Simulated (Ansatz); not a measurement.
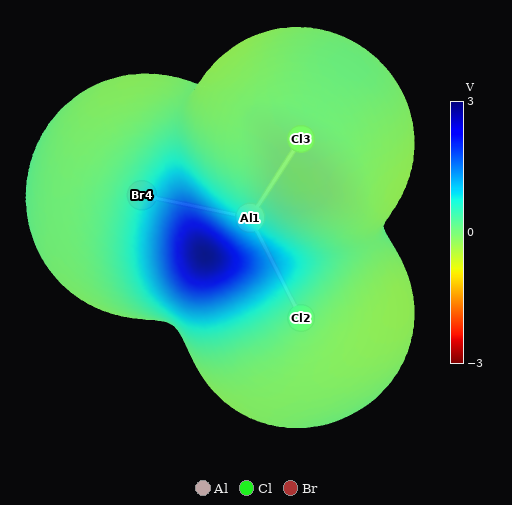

The picture shows: AlBrCl₂ (AlCl2Br). The molecular electrostatic potential painted on the density surface at 0.001 e/bohr³, seen at a tilt; red is negative and blue positive.

Geometry: B3LYP-D4/def2-SVP.

Level of theory: Ansatz 0.2.0, RKS PBE0-D4/def2-TZVP.

```yaml
atoms:
  - { symbol: Al, position_ang: [0.0169, 0.0285, -0.0001] }
  - { symbol: Cl, position_ang: [2.1039, 0.0115, 0.0127] }
  - { symbol: Cl, position_ang: [-0.9943, 1.8541, -0.0177] }
  - { symbol: Br, position_ang: [-1.1265, -1.8940, 0.0051] }
```

**Describe the electrostatic potential map.**

The most negative region (about −0.2 V) lies over Cl2 and Cl3, the most positive (about +2.8 V) over Al1.
